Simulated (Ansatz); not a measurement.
The calculation's input:

```
crystal:
  periodic: [false, false, false]
  atoms:
    - { symbol: B, position_ang: [-1.32, 1.4282, 0.3613] }
    - { symbol: Si, position_ang: [-0.3473, -0.0451, 0.9919] }
    - { symbol: Si, position_ang: [1.2894, -0.4623, -0.4465] }
    - { symbol: F, position_ang: [2.2775, -1.784, 0.1073] }
    - { symbol: S, position_ang: [0.509, -0.8941, -2.3899] }
    - { symbol: H, position_ang: [-2.3013, 1.8734, 0.9619] }
    - { symbol: H, position_ang: [-1.0354, 2.0098, -0.6543] }
    - { symbol: H, position_ang: [-1.179, -1.2039, 1.0768] }
    - { symbol: H, position_ang: [0.2151, 0.2828, 2.3612] }
    - { symbol: H, position_ang: [2.2055, 0.7116, -0.4922] }
    - { symbol: H, position_ang: [-0.248, -1.9735, -1.857] }
basis:
  gaussian: { orbitals: "6-31G" }
hamiltonian:
  xc: pbe0
  dispersion: d4
relax:
  f_tol: 0.015
  max_steps: 40
output:
  orbitals: {}
```

Launched as:

```sh
ansatz run input.yaml --threads 1 --pin off --max-ram 2048MiB --backend cpu --events-out ev --progress --plain --runs-dir out
```

The fields are those of the relaxed geometry.

These are results of Ansatz, RKS PBE0-D4/6-31G, not measurements.

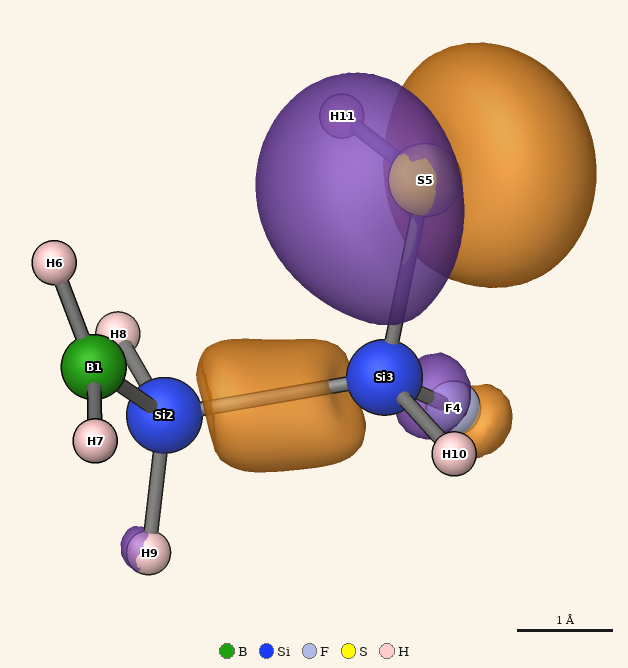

BFH$_{6}$SSi$_{2}$ (SMILES B[SiH2][SiH](F)S). The HOMO at ±0.1 Å⁻³ᐟ² (orange and purple are the two phases), seen at a tilt.

Where does this orbital lie, and at what energy?

Its weight (Hirshfeld) is mainly on S5 (about 80 %) and Si3 (about 10 %); largely a lone pair of S5. Its energy is −7.80 eV.
